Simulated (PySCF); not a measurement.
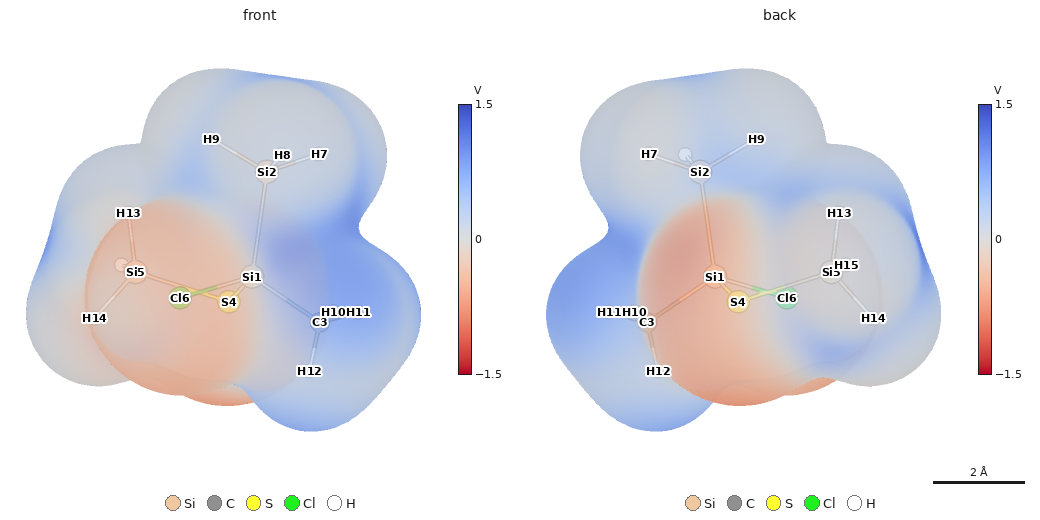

Figure. CH₉ClSSi₃. The electrostatic potential painted on the density surface at 0.001 e/bohr³, seen from the front and from behind; red is negative and blue positive.

Geometry: PBE0-D3(BJ)/def2-SVP.

The calculation used PySCF 2.14.0, PBE0/pcSseg-1, SCF density, gas phase, non-relativistic.

```xyz
15

Si    0.4790    0.0990    0.4665
Si   -1.7536    0.2579    1.1495
C     1.6510    1.1495    1.4655
S     0.6765    0.6972   -1.5889
Si   -0.1217   -1.0478   -2.5764
Cl    1.0267   -1.9090    0.6664
H    -2.1951    1.6828    1.0387
H    -1.8877   -0.1824    2.5728
H    -2.6238   -0.5956    0.2881
H     1.5972    0.8721    2.5292
H     1.3873    2.2137    1.3638
H     2.6831    1.0057    1.1120
H    -1.3099   -1.5692   -1.8415
H     0.9087   -2.1160   -2.6994
H    -0.5243   -0.5808   -3.9332
```

Question: Where is the surface potential most negative and most positive?

Answer: The most negative region (about −0.7 V, or −16 kcal/mol for a unit charge) lies over S4, the most positive (about +1.0 V, or +23 kcal/mol for a unit charge) over Si5.

Question: How polar is the molecule by this calculation?

Answer: Its dipole moment is 1.05 D.
